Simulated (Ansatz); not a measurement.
# AlCl3: the cost of one run

All numbers below are computed with Ansatz 0.2.0 (RHF/def2-SVP).

## Step 1: The system as given

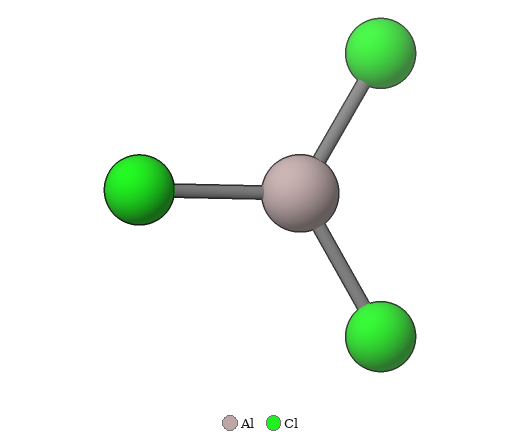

The starting structure, seen from a chosen angle (aluminium light grey, chlorine green).

Structure file:

```xyz
4

Al    0.0000    0.0000    0.0000
Cl    0.0000    0.0000    2.2300
Cl    1.9312    0.0000   -1.1150
Cl   -1.9312    0.0000   -1.1150
```

## Step 2: Preparing the start

input.yaml reads:

```yaml
crystal:
  periodic: [false, false, false]
  atoms:
    - { symbol: Al, position_ang: [0.0, 0.0, 0.0] }
    - { symbol: Cl, position_ang: [0.0, 0.0, 2.23] }
    - { symbol: Cl, position_ang: [1.9312, 0.0, -1.115] }
    - { symbol: Cl, position_ang: [-1.9312, 0.0, -1.115] }
basis:
  gaussian: { orbitals: def2-SVP }
hamiltonian:
  xc: hf
relax:
  f_tol: 0.02
  max_steps: 40
```

Run with:

```sh
$ ansatz run input.yaml --threads 1 --pin off --max-ram 2048MiB --backend cpu --events-out ev --progress --plain --runs-dir out
```

**Question.** How long does this run take on 1 thread of Arm Neoverse V2, shared host, and how much memory does it need?

About 3.2 s, with a peak of 0.13 GiB.
